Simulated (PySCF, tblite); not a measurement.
# CH₁₀F₃PSi₄: geometry, infrared bands and NMR shifts

Aim: predict the infrared bands and NMR shifts of CH₁₀F₃PSi₄ (`F[Si](F)(F)[SiH2][C@H]([SiH3])[SiH2]P`).

Programs: tblite 0.8.0 and PySCF 2.14.0, with density-fitted response routines of our own. Each step states its level of theory. These are calculated values for one molecule in the gas phase, unless marked as measured. Atoms count from 0, in the outputs and in this text.

### Step 1. The starting structure

19 atoms, charge 0, multiplicity 1; geometry from: force field or distance geometry start.

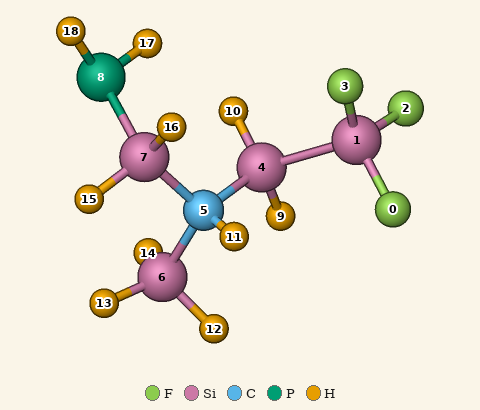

The starting geometry (fluorine green, silicon pink, carbon blue, phosphorus teal, hydrogen amber), atoms numbered.

### Step 2. Geometry optimisation with GFN2-xTB

The job: settings as JSON, then the geometry in Å.

```
{"job": {"kind": "relax", "xc": "GFN2-xTB", "basis": "xTB"}, "charge": 0, "multiplicity": 1}
F     -3.649200    -0.201900     0.912200
Si    -2.618400    -1.362300     0.259400
F     -3.483900    -2.192700    -0.913700
F     -2.065100    -2.393800     1.459500
Si    -0.946100    -0.320800    -0.790800
C      0.032000     0.780000     0.308100
Si     0.454700     2.323100    -0.681500
Si     1.501100     0.009900     1.113400
P      2.687300    -1.303900    -0.178400
H     -1.611200     0.567900    -1.778100
H     -0.148500    -1.259500    -1.578500
H     -0.660200     1.119300     1.121100
H     -0.820000     3.080600    -0.748300
H      1.499000     3.109700    -0.027500
H      0.785400     1.957500    -2.057400
H      2.394000     1.097200     1.559900
H      1.177800    -0.748500     2.340500
H      1.906200    -2.173400    -1.027500
H      3.555300    -2.079200     0.700100
```

Run with:

```
$ OMP_NUM_THREADS=1 python probes_run.py task.json out
```

This one command runs all jobs of the session in turn.

**Question.** This job is followed by: GFN2-xTB harmonic vibrations, gas phase; GIAO PBE0/pcSseg-1 NMR shielding, non-relativistic, gas phase. Predict these results of the whole session: strongest single infrared mode (GFN2-xTB); zero-point energy (GFN2-xTB); ¹³C shifts against TMS (PBE0/pcSseg-1); ¹H shifts against TMS (PBE0/pcSseg-1, means over atoms taken as alike); ¹⁹F shifts against CFCl3 (PBE0/pcSseg-1, means over atoms taken as alike); ²⁹Si shifts against TMS (PBE0/pcSseg-1); ³¹P shifts against H3PO4 (PBE0/pcSseg-1); surface potential, least and greatest.

As calculated:

| quantity | value |
| --- | --- |
| strongest single infrared mode (GFN2-xTB) | 794 cm⁻¹, 693 km/mol |
| zero-point energy (GFN2-xTB) | 62.8 kcal/mol |
| ¹³C shifts against TMS (PBE0/pcSseg-1) | -20.4 ppm |
| ¹H shifts against TMS (PBE0/pcSseg-1, means over atoms taken as alike) | 5.13, 4.58, 4.16, 4.07, 3.92, 1.19, -0.66 ppm |
| ¹⁹F shifts against CFCl3 (PBE0/pcSseg-1, means over atoms taken as alike) | -124.7 ppm |
| ²⁹Si shifts against TMS (PBE0/pcSseg-1) | -38.5, -43.2, -65.1, -86.8 ppm |
| ³¹P shifts against H3PO4 (PBE0/pcSseg-1) | -312.3 ppm |
| surface potential, least and greatest | -0.93 V and 1.85 V |

Over 202 steps the energy fell by 1.492 eV; of the close pairs, F0–Si1 changed most, 1.684 to 1.595 Å. All 51 modes are real, so the xTB geometry is a minimum. The strongest single mode, at 794 cm⁻¹, is spread over several atoms, H9, H10, H12, H14 among them. Unscaled tight-binding wavenumbers are off by several per cent, some by more. Its intensities can rank the bands wrongly. At PBE0/pcSseg-1: Shielding is most anisotropic at F0, F2, F3 (span 153 ppm, paramagnetic term -173 ppm). By nearest atom (PBE0/pcSseg-1), the HOMO sits on P8 63 %; Si7 9 % and the LUMO on Si1, Si4 about 15 % each; H9, H10 about 9 % each.
